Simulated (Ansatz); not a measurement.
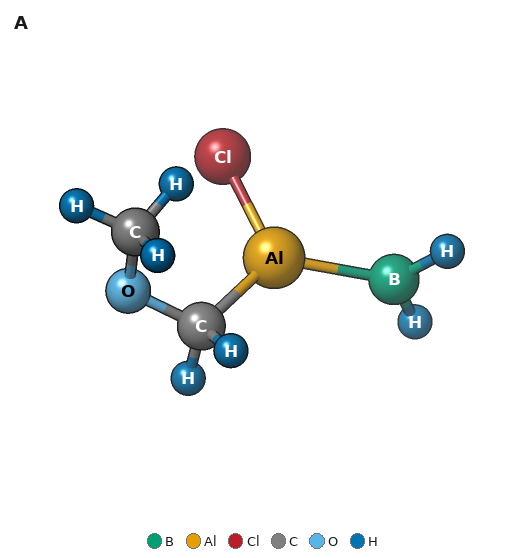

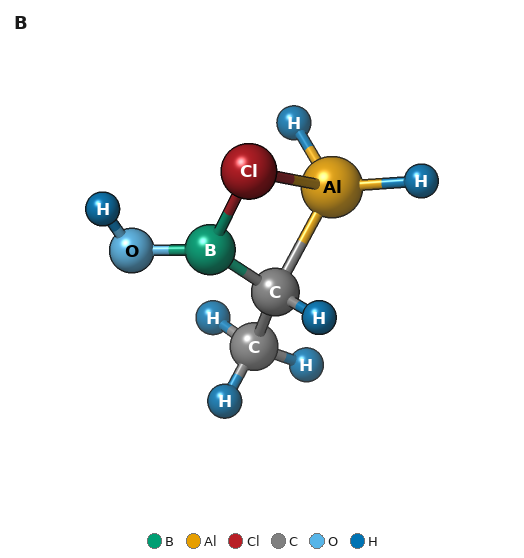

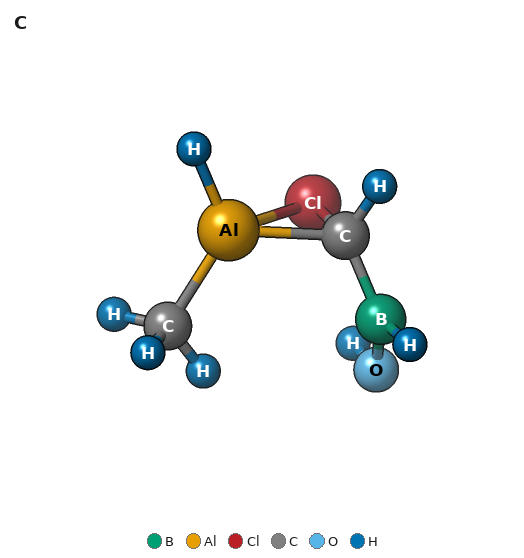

3 stationary structures of one formula. Geometries: PBE-D4/def2-SVP. Electronic energies: PBE-D4/def2-SVP (Ansatz 0.2.0), without zero-point energy. No frequency run is at hand to confirm each as a minimum. Each is one conformer, not always the lowest.

**Which is lowest in energy, and by how much?**

B is lowest; C lies 1.133 eV above it, A lies 3.084 eV above it.
